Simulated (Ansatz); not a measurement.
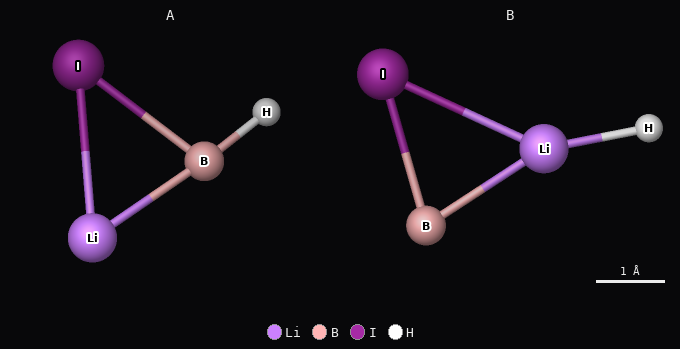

Two geometries of LiBHI, drawn at one scale. One is the start of a relaxation, the other its converged end. Style: ball-and-stick. Shown face on.

The calculation used RKS PBE-D4/def2-SVP (Ansatz 0.2.0). (force threshold 0.03 eV/Å; at most 250 steps)

Which of the two is the end point?

Structure A is the relaxed one. It is one of the separated reactants of a reaction. The atom that moves furthest after the best rigid fit is the Li atom (2.16 Å). By element the largest moves are Li 2.16 Å, B 1.99 Å, H 0.75 Å, I 0.55 Å. Some distances before and after: B–H 3.594 → 1.228 Å, H–Li 1.590 → 3.318 Å, I–Li 2.632 → 2.667 Å, B–I 2.325 → 2.343 Å. New bonds form, among them: B–H (3.59 → 1.23 Å). Bonds break, among them: H–Li (1.59 → 3.32 Å). Over 30 accepted moves (33 points after the start) the energy falls by 319.1 kJ/mol. Largest force component: 1.5 eV/Å at the start, 0.0055 eV/Å at the end. The line search rejected the trial steps at points 22, 29, 30 of the run.
